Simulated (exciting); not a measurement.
The F K edge of atom 2 in LuF3, space group P-3m1, with 2 Lu at 2.10 Å (linear, site symmetry -3m), was computed at 2 levels: exchange and screened direct term (singlet BSE) and independent particles. Common settings: exciting, all-electron LAPW+lo, LDA, 4×4×4 shifted k points, 25 conduction bands, |G+q| up to 3 bohr⁻¹, full RPA screening with nempty = 48, Lorentzian half width 0.45 eV.

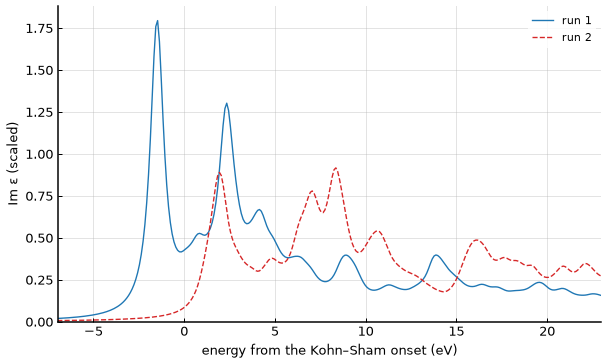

Energy from the Kohn–Sham onset, core level to the lowest empty state found on the meshes used; all runs on one relative scale.

**Question.** Which run is which, and why?

Run 1: exchange and screened direct term (singlet BSE); highest local maximum in the window at -1.5 eV. Run 2: independent particles; highest local maximum in the window at 8.4 eV. The attractive direct term pulls weight down: the curves pass 0.27 at -2.6 and 0.9 eV in the order of the runs. Fine structure above the first lines is partly noise of the 64-point mesh.

[Hosts, paths, dates, database ids (printed as entryN), source tags and the programs' standing remarks are cut or masked in the printed files.]
